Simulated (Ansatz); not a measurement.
**RbRuF3: relaxing a made-up structure**

Starting from a made-up structure for RbRuF3, the aim is the relaxed cell, its shortest contacts and, where a second run follows, its electronic structure.

Main program and level: Ansatz 0.2.0; DFT, PBEsol, plane-wave PAW, files of the set soft_1, scalar-relativistic, no spin, cell and ions relaxed at zero pressure; PAW set soft_1, in the first sound run; inputs show where later runs differ.

### Step 1. The structure

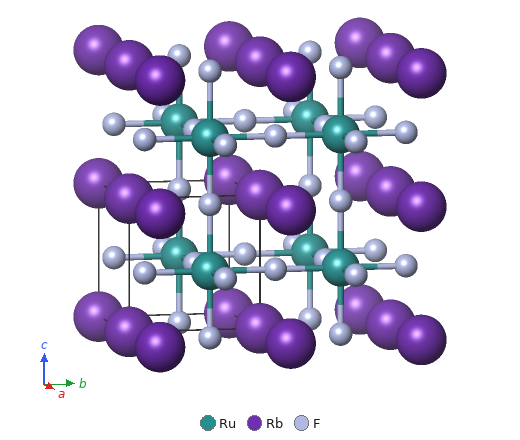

The starting structure, seen slightly off an axis (ruthenium teal, rubidium purple, fluorine light blue). 2×2×2 cells are drawn. Some periodic images of atoms are drawn too.

### Step 2. Relaxation of the guess

The guess takes its coordinates from another compound and its volume from a rule, so the cell and any free coordinates are relaxed together.

input.yaml reads:

```yaml
crystal:
  lattice:
    - [4.206, 0.0, 0.0]
    - [0.0, 4.206, 0.0]
    - [0.0, 0.0, 4.206]
  atoms:
    - { symbol: Ru, position: [0.5, 0.5, 0.5] }
    - { symbol: Rb, position: [0.0, 0.0, 0.0] }
    - { symbol: F, position: [0.5, 0.0, 0.5] }
    - { symbol: F, position: [0.0, 0.5, 0.5] }
    - { symbol: F, position: [0.5, 0.5, 0.0] }
kpoints:
  mp_grid: { grid: [6, 6, 6] }
scf:
  occupations: { method: fermi_dirac, width: 0.05 }
hamiltonian:
  xc: pbesol
  pseudopotentials: { kind: paw, azcp: { folder: soft_1 }, xc_functional: pbe }
relax:
  f_tol: 0.015
  max_steps: 70
  cell: {}
output:
  forces: true
  stress: true
```

Run with:

```sh
$ ansatz run input.yaml --threads 4 --pin off --max-ram 8192MiB --backend cpu --events-out ev --progress --plain --runs-dir out
```

Numbers of over 12 decimals in the logs are rounded to 6 here.

The log of the run:

```text
Engine: ansatz 0.2.0, x86_64-unknown-linux-gnu
Pseudopotentials: kind: paw
Pseudopotential: Ru, paw, valence charge 16, recommended cutoff 420 eV (normal), soft_1/Ru.paw.azcp
Pseudopotential: Rb, paw, valence charge 9, recommended cutoff 420 eV (normal), soft_1/Rb.paw.azcp
Pseudopotential: F, paw, valence charge 7, recommended cutoff 420 eV (normal), soft_1/F.paw.azcp
Functional definition: PBEsol
  exchange = pbesol_x
  correlation = pbesol_c
Crystal: 5 atoms, lattice volume = 74.406 Å³
Basis set: ecut = 420 eV, 1419 PW (Γ), exchange–correlation on 60×60×60 points (8 copies of the dense FFT grid, shifted against one another)
Bands: 28, of which v1, the nominal top of the filled ones, is band 23 counted from 1 (22 counted from 0)
Symmetry: 48 space group operations
Space group: Pm-3m (ITA 221), of the structure as read, at distance tolerance 4.2e-5 Å
k-points: 20 of 216
Non-local potential: Ru, projectors of the file, l = 0: 3, l = 1: 2, l = 2: 2, l = 3: 1
Non-local potential: Rb, projectors of the file, l = 0: 3, l = 1: 2, l = 2: 2
Non-local potential: F, projectors of the file, l = 0: 2, l = 1: 2, l = 2: 1
PAW form: soft (Blöchl's): semilocal exchange-correlation on the pseudo side does not see the compensation charge
PAW frozen core: Ru, regenerated for the run's functional, and the local potential with it (the file was generated under x = pbe(κ = 0.804, μ = 0.219515), c = pbe(β = 0.066725))
PAW frozen core: Rb, regenerated for the run's functional, and the local potential with it (the file was generated under x = pbe(κ = 0.804, μ = 0.219515), c = pbe(β = 0.066725))
PAW frozen core: F, regenerated for the run's functional, and the local potential with it (the file was generated under x = pbe(κ = 0.804, μ = 0.219515), c = pbe(β = 0.066725))
PAW one-centre angular grid: Ru, 590 points (default); XC on 64 Gauss nodes
PAW one-centre angular grid: Rb, 110 points (default); XC on 64 Gauss nodes
PAW one-centre angular grid: F, 110 points (default); XC on 64 Gauss nodes
Initial density: superposition of atomic densities (chi_scale 0.1, normalization cell, long waves kept (reshape's long-wave potential 0.00 eV rms))
Initial wavefunctions: pseudopotential atomic-orbital guess
Functional: x = pbesol(κ = 0.804, μ = 0.123457), c = pbesol(β = 0.046)
SCF iter   1: F=—  HF=-11440.422638 eV  |F-HF|=—  |Δ(HF+E_count)|=         —  Δρ=2.01e-1  dr2=2.46e1  ethr=3.10e-3  ⟨swp⟩=6.1  Hψ=2397  notcnv=0
preconditioner: auto → Kerker (q_TF=auto, 2.518 Å⁻¹)  [metal: Δε(μ)=0.036 eV  Ē_g=11.847 eV  σ=0.050 eV  W_gap=0.18  n_scr=18 (ndim 8)  ℏωp=25.8 eV  f_vac=0.004  D(μ)=4.73/eV (n_scr^D=56)]
SCF iter   2: F=—  HF=-11436.136659 eV  |F-HF|=—  |Δ(HF+E_count)|=    4.29e0  Δρ=8.15e-2  dr2=4.97e0  ethr=3.10e-3  ⟨swp⟩=3.1  Hψ=1216  notcnv=0  defer=4
SCF iter   3: F=—  HF=-11434.898599 eV  |F-HF|=—  |Δ(HF+E_count)|=    1.24e0  Δρ=2.08e-2  dr2=5.34e-1  ethr=3.10e-3  ⟨swp⟩=3.1  Hψ=1188  notcnv=0  defer=4
SCF iter   4: F=—  HF=-11434.705386 eV  |F-HF|=—  |Δ(HF+E_count)|=   1.93e-1  Δρ=6.32e-3  dr2=4.41e-2  ethr=1.16e-3  ⟨swp⟩=3.1  Hψ=1105  notcnv=0  defer=4
SCF iter   5: F=—  HF=-11434.697769 eV  |F-HF|=—  |Δ(HF+E_count)|=   7.62e-3  Δρ=1.80e-3  dr2=4.82e-3  ethr=9.58e-5  ⟨swp⟩=2.5  Hψ=983  notcnv=0  defer=4
SCF iter   6: F=—  HF=-11434.697350 eV  |F-HF|=—  |Δ(HF+E_count)|=   4.19e-4  Δρ=6.13e-4  dr2=5.35e-4  ethr=1.05e-5  ⟨swp⟩=2.0  Hψ=912  notcnv=0  defer=4
SCF iter   7: F=—  HF=-11434.697195 eV  |F-HF|=—  |Δ(HF+E_count)|=   1.55e-4  Δρ=2.19e-4  dr2=6.43e-5  ethr=1.16e-6  ⟨swp⟩=2.1  Hψ=862  notcnv=0  defer=4
SCF iter   8: F=—  HF=-11434.696996 eV  |F-HF|=—  |Δ(HF+E_count)|=   1.99e-4  Δρ=7.10e-5  dr2=4.17e-6  ethr=1.40e-7  ⟨swp⟩=2.1  Hψ=867  notcnv=0  defer=4
SCF iter   9: F=—  HF=-11434.697002 eV  |F-HF|=—  |Δ(HF+E_count)|=   5.45e-6  Δρ=2.25e-5  dr2=4.23e-7  ethr=9.06e-9  ⟨swp⟩=2.1  Hψ=969  notcnv=0  defer=4
SCF iter  10: F=-11434.697003 eV  HF=-11434.697003 eV  |F-HF|=4.90e-8  |Δ(HF+E_count)|=   9.13e-7  Δρ=4.85e-6  dr2=1.40e-8  ethr=2.17e-10  ⟨swp⟩=5.0  Hψ=2066  notcnv=0
SCF 1 converged in 10 iterations: F = -11434.697003 eV  dr2 = 1.40e-8
  greatest PAW one-centre occupation: 1.000 electrons in one spin orbital (limit 2), on the Ru atom at site 0 (counted from 0), in its partial waves of l = 0
relax step   1: F+E_penalty+E_count = -11434.69700281 eV  Δ(F+E_penalty+E_count) = +0.000e0 eV  max|allowed force component| = 3.179e-29 eV/Å  Δτ_max = 0.0000 Å  P = -1.307 GPa  Ω = 74.406 Å³  (10 SCF iters, dr2 threshold 1.00e-7 eV, accepted)
Crystal: 5 atoms, lattice volume = 73.483 Å³
Basis set: ecut = 420 eV, 1365 PW (Γ), exchange–correlation on 60×60×60 points (8 copies of the dense FFT grid, shifted against one another)
Initial density: handed on by an earlier stage of this run
Initial wavefunctions: those handed on with the density
iter 1 solved again at ethr=3.20e-6 eV; its pass at ethr=3.10e-3 eV (dr2=1.47e-3 eV) is discarded
SCF iter   1: F=—  HF=-11434.703904 eV  |F-HF|=—  |Δ(HF+E_count)|=         —  Δρ=1.44e-3  dr2=1.38e-3  ethr=3.20e-6  ⟨swp⟩=2.0  Hψ=2672  notcnv=0
preconditioner: auto → LDOS  [metal: Δε(μ)=0.083 eV  Ē_g=14.065 eV  σ=0.050 eV  W_gap=0.39  n_scr=18 (ndim 8)  ℏωp=26.7 eV  f_vac=0.054  D(μ)=4.69/eV (n_scr^D=56)  β→1.0]
SCF iter   2: F=—  HF=-11434.703670 eV  |F-HF|=—  |Δ(HF+E_count)|=   2.33e-4  Δρ=5.11e-4  dr2=2.73e-4  ethr=3.00e-6  ⟨swp⟩=2.6  Hψ=932  notcnv=0
SCF iter   3: F=—  HF=-11434.703409 eV  |F-HF|=—  |Δ(HF+E_count)|=   2.62e-4  Δρ=4.62e-4  dr2=1.45e-4  ethr=5.94e-7  ⟨swp⟩=2.0  Hψ=912  notcnv=0
SCF iter   4: F=—  HF=-11434.703376 eV  |F-HF|=—  |Δ(HF+E_count)|=   3.27e-5  Δρ=1.32e-4  dr2=1.89e-5  ethr=3.16e-7  ⟨swp⟩=2.1  Hψ=824  notcnv=0
SCF iter   5: F=—  HF=-11434.703371 eV  |F-HF|=—  |Δ(HF+E_count)|=   5.33e-6  Δρ=3.80e-5  dr2=5.04e-7  ethr=4.10e-8  ⟨swp⟩=3.0  Hψ=987  notcnv=0
SCF iter   6: F=-11434.703371 eV  HF=-11434.703371 eV  |F-HF|=2.82e-9  |Δ(HF+E_count)|=   1.13e-7  Δρ=5.90e-6  dr2=9.16e-9  ethr=1.09e-9  ⟨swp⟩=4.1  Hψ=1822  notcnv=0
SCF 2 converged in 6 iterations: F = -11434.703371 eV  dr2 = 9.16e-9
relax step   2: F+E_penalty+E_count = -11434.70337055 eV  Δ(F+E_penalty+E_count) = -6.368e-3 eV  max|allowed force component| = 1.696e-29 eV/Å  Δτ_max = 0.0000 Å  P = -0.209 GPa  Ω = 73.483 Å³  energy of the carried Pulay correction = +1.964e-3 eV  (6 SCF iters, dr2 threshold 5.00e-7 eV, accepted)
Crystal: 5 atoms, lattice volume = 73.309 Å³
iter 1 solved again at ethr=1.16e-7 eV; its pass at ethr=3.10e-3 eV (dr2=5.34e-5 eV) is discarded
SCF iter   1: F=—  HF=-11434.704073 eV  |F-HF|=—  |Δ(HF+E_count)|=         —  Δρ=2.62e-4  dr2=5.00e-5  ethr=1.16e-7  ⟨swp⟩=2.0  Hψ=2584  notcnv=0
preconditioner: auto → LDOS  [metal: Δε(μ)=0.083 eV  Ē_g=14.090 eV  σ=0.050 eV  W_gap=0.39  n_scr=18 (ndim 8)  ℏωp=26.7 eV  f_vac=0.054  D(μ)=4.63/eV (n_scr^D=56)  β→1.0]
SCF iter   2: F=—  HF=-11434.703857 eV  |F-HF|=—  |Δ(HF+E_count)|=   2.17e-4  Δρ=9.82e-5  dr2=9.55e-6  ethr=1.09e-7  ⟨swp⟩=2.4  Hψ=899  notcnv=0
SCF iter   3: F=—  HF=-11434.703855 eV  |F-HF|=—  |Δ(HF+E_count)|=   1.94e-6  Δρ=8.40e-5  dr2=4.93e-6  ethr=2.08e-8  ⟨swp⟩=2.0  Hψ=920  notcnv=0
SCF iter   4: F=—  HF=-11434.703853 eV  |F-HF|=—  |Δ(HF+E_count)|=   1.16e-6  Δρ=2.43e-5  dr2=6.40e-7  ethr=1.07e-8  ⟨swp⟩=2.0  Hψ=805  notcnv=0
SCF iter   5: F=-11434.703853 eV  HF=-11434.703853 eV  |F-HF|=1.82e-8  |Δ(HF+E_count)|=   1.69e-7  Δρ=8.02e-6  dr2=2.39e-8  ethr=2.38e-10  ⟨swp⟩=3.0  Hψ=2288  notcnv=0
SCF 3 converged in 5 iterations: F = -11434.703853 eV  dr2 = 2.39e-8
relax step   3: F+E_penalty+E_count = -11434.70385324 eV  Δ(F+E_penalty+E_count) = -4.827e-4 eV  max|allowed force component| = 2.597e-29 eV/Å  Δτ_max = 0.0000 Å  P = +0.006 GPa  Ω = 73.309 Å³  energy of the carried Pulay correction = +2.336e-3 eV  (5 SCF iters, dr2 threshold 1.10e-7 eV, accepted)
Initial wavefunctions: pseudopotential atomic-orbital guess (no wavefunctions were taken with the density)
iter 1 solved again at ethr=1.64e-7 eV; its pass at ethr=3.10e-3 eV (dr2=7.56e-5 eV) is discarded
SCF iter   1: F=—  HF=-11434.701818 eV  |F-HF|=—  |Δ(HF+E_count)|=         —  Δρ=1.22e-4  dr2=1.68e-6  ethr=1.64e-7  ⟨swp⟩=3.7  Hψ=3878  notcnv=0
preconditioner: auto → LDOS  [metal: Δε(μ)=0.083 eV  Ē_g=14.092 eV  σ=0.050 eV  W_gap=0.39  n_scr=18 (ndim 8)  ℏωp=26.7 eV  f_vac=0.054  D(μ)=4.63/eV (n_scr^D=56)  β→1.0]
SCF iter   2: F=—  HF=-11434.701605 eV  |F-HF|=—  |Δ(HF+E_count)|=   2.13e-4  Δρ=5.54e-5  dr2=8.72e-7  ethr=3.66e-9  ⟨swp⟩=2.0  Hψ=1028  notcnv=0
SCF iter   3: F=—  HF=-11434.701604 eV  |F-HF|=—  |Δ(HF+E_count)|=   2.43e-7  Δρ=1.07e-5  dr2=3.72e-8  ethr=1.90e-9  ⟨swp⟩=2.0  Hψ=914  notcnv=0
SCF iter   4: F=—  HF=-11434.701604 eV  |F-HF|=—  |Δ(HF+E_count)|=   5.30e-9  Δρ=3.41e-6  dr2=6.81e-9  ethr=8.08e-11  ⟨swp⟩=2.0  Hψ=1006  notcnv=0
SCF iter   5: F=—  HF=-11434.701604 eV  |F-HF|=—  |Δ(HF+E_count)|=  9.11e-10  Δρ=2.10e-6  dr2=2.92e-9  ethr=1.48e-11  ⟨swp⟩=1.0  Hψ=560  notcnv=0
SCF iter   6: F=—  HF=-11434.701604 eV  |F-HF|=—  |Δ(HF+E_count)|=  6.22e-10  Δρ=6.91e-7  dr2=2.84e-10  ethr=6.35e-12  ⟨swp⟩=2.1  Hψ=797  notcnv=0
SCF iter   7: F=-11434.701604 eV  HF=-11434.701604 eV  |F-HF|=3.64e-12  |Δ(HF+E_count)|=  7.46e-11  Δρ=1.11e-7  dr2=3.60e-12  ethr=1.00e-12  ⟨swp⟩=4.7  Hψ=1981  notcnv=0
SCF 4 converged in 7 iterations: F = -11434.701604 eV  dr2 = 3.60e-12
relax step   4: F+E_penalty+E_count = -11434.70160446 eV  Δ(F+E_penalty+E_count) = +2.249e-3 eV  max|allowed force component| = 1.313e-29 eV/Å  Δτ_max = 0.0000 Å  P = -0.052 GPa  Ω = 73.309 Å³  stress off target by 5.20e-2 GPa  SCF on the basis re-selected at this cell (its energy is not comparable with the rows above)  (7 SCF iters)
basis re-selected at this cell: Δ(F+E_penalty+E_count) = +2.249e-3 eV, ΔP = -0.058 GPa vs the last step (what re-selecting the basis moved, of the pressure what is left beyond the Pulay correction that the steps carried, after the strain that the cell walked since its last selection, with what the two solves' SCF thresholds leave and, on support functions, any second-order correction that the steps lacked; it is no m [...]
Crystal: 5 atoms, lattice volume = 73.267 Å³
iter 1 solved again at ethr=7.05e-9 eV; its pass at ethr=3.10e-3 eV (dr2=3.24e-6 eV) is discarded
SCF iter   1: F=—  HF=-11434.701913 eV  |F-HF|=—  |Δ(HF+E_count)|=         —  Δρ=5.92e-5  dr2=3.02e-6  ethr=7.05e-9  ⟨swp⟩=2.0  Hψ=2588  notcnv=0
preconditioner: auto → LDOS  [metal: Δε(μ)=0.083 eV  Ē_g=14.095 eV  σ=0.050 eV  W_gap=0.39  n_scr=18 (ndim 8)  ℏωp=26.7 eV  f_vac=0.054  D(μ)=4.62/eV (n_scr^D=56)  β→1.0]
SCF iter   2: F=—  HF=-11434.701703 eV  |F-HF|=—  |Δ(HF+E_count)|=   2.10e-4  Δρ=3.28e-5  dr2=5.73e-7  ethr=6.57e-9  ⟨swp⟩=2.0  Hψ=1011  notcnv=0
SCF iter   3: F=—  HF=-11434.701703 eV  |F-HF|=—  |Δ(HF+E_count)|=   1.06e-7  Δρ=1.82e-5  dr2=2.39e-7  ethr=1.25e-9  ⟨swp⟩=2.0  Hψ=913  notcnv=0
SCF iter   4: F=—  HF=-11434.701703 eV  |F-HF|=—  |Δ(HF+E_count)|=   5.97e-8  Δρ=7.13e-6  dr2=3.20e-8  ethr=5.20e-10  ⟨swp⟩=2.0  Hψ=870  notcnv=0
SCF iter   5: F=—  HF=-11434.701703 eV  |F-HF|=—  |Δ(HF+E_count)|=   5.23e-9  Δρ=3.53e-6  dr2=7.05e-9  ethr=6.95e-11  ⟨swp⟩=2.8  Hψ=947  notcnv=0
SCF iter   6: F=-11434.701703 eV  HF=-11434.701703 eV  |F-HF|=2.80e-10  |Δ(HF+E_count)|=   1.44e-9  Δρ=8.30e-7  dr2=3.22e-10  ethr=1.47e-11  ⟨swp⟩=4.0  Hψ=1800  notcnv=0
SCF 5 converged in 6 iterations: F = -11434.701703 eV  dr2 = 3.22e-10
relax step   5: F+E_penalty+E_count = -11434.70170250 eV  Δ(F+E_penalty+E_count) = -9.804e-5 eV  max|allowed force component| = 2.422e-29 eV/Å  Δτ_max = 0.0000 Å  P = -0.001 GPa  Ω = 73.267 Å³  energy of the carried Pulay correction = +9.116e-5 eV  (6 SCF iters, dr2 threshold 6.77e-9 eV, accepted)
iter 1 solved again at ethr=1.85e-7 eV; its pass at ethr=3.10e-3 eV (dr2=8.52e-5 eV) is discarded
SCF iter   1: F=—  HF=-11434.701913 eV  |F-HF|=—  |Δ(HF+E_count)|=         —  Δρ=2.42e-5  dr2=9.47e-8  ethr=1.85e-7  ⟨swp⟩=3.6  Hψ=3841  notcnv=0
preconditioner: auto → LDOS  [metal: Δε(μ)=0.083 eV  Ē_g=14.096 eV  σ=0.050 eV  W_gap=0.39  n_scr=18 (ndim 8)  ℏωp=26.7 eV  f_vac=0.054  D(μ)=4.62/eV (n_scr^D=56)  β→1.0]
SCF iter   2: F=—  HF=-11434.701703 eV  |F-HF|=—  |Δ(HF+E_count)|=   2.11e-4  Δρ=2.63e-5  dr2=9.39e-8  ethr=2.06e-10  ⟨swp⟩=3.5  Hψ=1381  notcnv=0
SCF iter   3: F=—  HF=-11434.701703 eV  |F-HF|=—  |Δ(HF+E_count)|=  6.18e-11  Δρ=1.22e-5  dr2=2.05e-8  ethr=2.04e-10  ⟨swp⟩=1.0  Hψ=560  notcnv=0
SCF iter   4: F=—  HF=-11434.701703 eV  |F-HF|=—  |Δ(HF+E_count)|=   1.17e-9  Δρ=6.41e-6  dr2=6.69e-9  ethr=4.46e-11  ⟨swp⟩=1.0  Hψ=560  notcnv=0
SCF iter   5: F=—  HF=-11434.701703 eV  |F-HF|=—  |Δ(HF+E_count)|=  7.82e-11  Δρ=4.57e-6  dr2=3.23e-9  ethr=1.45e-11  ⟨swp⟩=1.1  Hψ=573  notcnv=0
SCF iter   6: F=—  HF=-11434.701703 eV  |F-HF|=—  |Δ(HF+E_count)|=  1.64e-11  Δρ=3.59e-6  dr2=2.05e-9  ethr=7.02e-12  ⟨swp⟩=1.0  Hψ=560  notcnv=0
SCF iter   7: F=—  HF=-11434.701703 eV  |F-HF|=—  |Δ(HF+E_count)|=  9.09e-12  Δρ=2.74e-6  dr2=1.18e-9  ethr=4.46e-12  ⟨swp⟩=1.0  Hψ=560  notcnv=0
SCF iter   8: F=—  HF=-11434.701703 eV  |F-HF|=—  |Δ(HF+E_count)|=  1.27e-11  Δρ=1.65e-6  dr2=4.25e-10  ethr=2.56e-12  ⟨swp⟩=1.0  Hψ=560  notcnv=0
SCF iter   9: F=—  HF=-11434.701703 eV  |F-HF|=—  |Δ(HF+E_count)|=  1.27e-11  Δρ=5.85e-7  dr2=5.39e-11  ethr=1.00e-12  ⟨swp⟩=1.0  Hψ=560  notcnv=0
SCF iter  10: F=-11434.701703 eV  HF=-11434.701703 eV  |F-HF|=3.64e-12  |Δ(HF+E_count)|=  3.64e-12  Δρ=1.12e-8  dr2=5.47e-14  ethr=1.00e-12  ⟨swp⟩=3.9  Hψ=1609  notcnv=0
SCF 6 converged in 10 iterations: F = -11434.701703 eV  dr2 = 5.47e-14
relax step   6: F+E_penalty+E_count = -11434.70170250 eV  Δ(F+E_penalty+E_count) = -1.091e-10 eV  max|allowed force component| = 5.207e-30 eV/Å  Δτ_max = 0.0000 Å  P = -0.002 GPa  Ω = 73.267 Å³  stress off target by 1.65e-3 GPa  SCF on the basis re-selected at this cell (its energy is not comparable with the rows above)  (10 SCF iters)
basis re-selected at this cell: Δ(F+E_penalty+E_count) = -1.091e-10 eV, ΔP = -0.001 GPa vs the last step (what re-selecting the basis moved, of the pressure what is left beyond the Pulay correction that the steps carried, after the strain that the cell walked since its last selection, with what the two solves' SCF thresholds leave and, on support functions, any second-order correction that the steps lacked; it is no  [...]
SCF converged after 10 iterations
Free energy (F): -11434.701703 eV
Harris-Foulkes:  -11434.701703 eV  (|F-HF|=3.64e-12)
Internal energy: -11434.665401 eV  (E = F + TS)
E sigma→0 (E₀):  -11434.683552 eV
Entropy (-TS):   -0.036301 eV (-7.260 meV/atom)
Fermi energy:    9.477817 eV
--- Per-component energies (eV) ---
  E_band       = -354.822287
  E_kinetic    = 1233.790066
  E_local      = -4462.703630  (includes V_loc(G=0)·N_el)
  E_nonlocal   = 874.159626
  E_hartree    = 1591.507339
  E_xc         = -516.935196
  E_vxc        = -633.528839  (∫ρ·V_xc dr)
  E_paw        = -6610.287401  (= ΣΔE_a)
  E_vpaw       = -549.556804  (= ΣTr[D̂ρ^β])
  E_aug_tail   = 0.002625  (compensation charges beyond the density's cutoff)
  E_ewald      = -3544.703125
  E_core_change = 0.504296  (= ΣΔE_core)
  E_smearing   = -0.036301  (= −TS)
  E_closure    = -0.000000  (closes the sum)
  Σ components = -11434.701703   (vs F -11434.701703, Δ=0.00e0)
--- Forces (eV/Å), atoms counted from 1 ---
  atom   1  Ru     0.00000000     0.00000000     0.00000000
  atom   2  Rb     0.00000000     0.00000000     0.00000000
  atom   3  F      0.00000000    -0.00000000     0.00000000
  atom   4  F      0.00000000     0.00000000     0.00000000
  atom   5  F     -0.00000000     0.00000000     0.00000000
  max |Σ_I F_I| component: 1.03e-29 eV/Å
--- Stress (GPa, compression-positive) ---
       -0.001650       0.000000       0.000000
        0.000000      -0.001650       0.000000
        0.000000       0.000000      -0.001650
  P = ⅓ Tr σ = -0.0017 GPa (-0.017 kbar)
--- Relaxed structure (4 steps of the walk, 4 accepted, 2 SCFs on fresh bases) ---
  F+E_penalty+E_count = -11434.70170250 eV   max|allowed force component| = 5.207e-30 eV/Å   (the final SCF, on the basis selected at the relaxed cell)
  cell:  # Å, volume = 73.2673 Å³
    - [4.184434, 0, 0]
    - [0, 4.184434, 0.0]
    - [0, 0.0, 4.184434]
  atoms:
    - { symbol: Ru, position: [0.5, 0.5, 0.5] }
    - { symbol: Rb, position: [0, 0, 0] }
    - { symbol: F, position: [0.5, 0, 0.5] }
    - { symbol: F, position: [0, 0.5, 0.5] }
    - { symbol: F, position: [0.5, 0.5, 0] }
```

The job ended after 4.2 s (4 threads of Intel Xeon at 2.60GHz (Ice Lake), shared host; peak memory 0.46 GiB).

This run has no spin polarisation, although Ru can carry a moment.

Step by step:

| step | energy less that of the first step (eV) | largest force component (eV/Å) | pressure (GPa) | volume (Å³) |
| --- | --- | --- | --- | --- |
| 1 | 0.0000 | 0.0000 | -1.31 | 74.41 |
| 2 | -0.0064 | 0.0000 | -0.21 | 73.48 |
| 3 | -0.0069 | 0.0000 | 0.01 | 73.31 |
| 4* | -0.0046 | 0.0000 | -0.05 | 73.31 |
| 5 | -0.0047 | 0.0000 | 0.00 | 73.27 |
| 6* | -0.0047 | 0.0000 | 0.00 | 73.27 |

Relaxation steps marked * repeat the geometry before them on a plane-wave basis chosen anew for their cell, so energy and pressure can jump there.

Forces are held to the 48 operations that the run works with; a distortion that breaks them can't arise in this run.

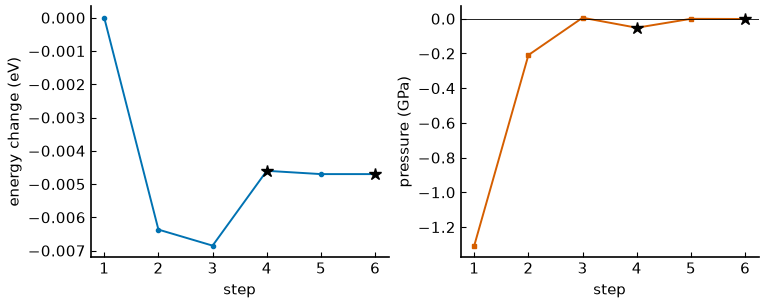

Energy and pressure along the relaxation. Stars mark steps on a basis chosen anew.

| conventional cell, symmetrised | before | after | change |
| --- | --- | --- | --- |
| a (Å) | 4.206 | 4.184 | -0.5 % |
| b (Å) | 4.206 | 4.184 | -0.5 % |
| c (Å) | 4.206 | 4.184 | -0.5 % |
| volume (Å³/atom) | 14.88 | 14.65 | -1.5 % |

This step gave:

```
free energy             : -11434.7017 eV
energy at zero smearing : -11434.6836 eV
smearing term TS        : 0.03630 eV
Fermi energy            : 9.478 eV
electrons               : 46
symmetry operations     : 48
pressure                : -0.001650 GPa
```

The shortest distance of each pair, which need not be the same contact before and after:

| pair | guess (Å) | relaxed (Å) |
| --- | --- | --- |
| F–Ru | 2.103 | 2.092 |
| F–Rb | 2.974 | 2.959 |
| F–F | 2.974 | 2.959 |
| Rb–Ru | 3.643 | 3.624 |
| Ru–Ru | 4.206 | 4.184 |

The relaxation ends with a pressure of 0.00 GPa.

[end of part 1 of 2]

[Logs are printed without paths, hosts, clocks, repeated set-up lines and the standing remarks that a program may print on its own settings, such as how far it seeks lower states.]

[Hosts, paths, dates, database ids (printed as entryN), source tags and the programs' standing remarks are cut or masked in the printed files.]
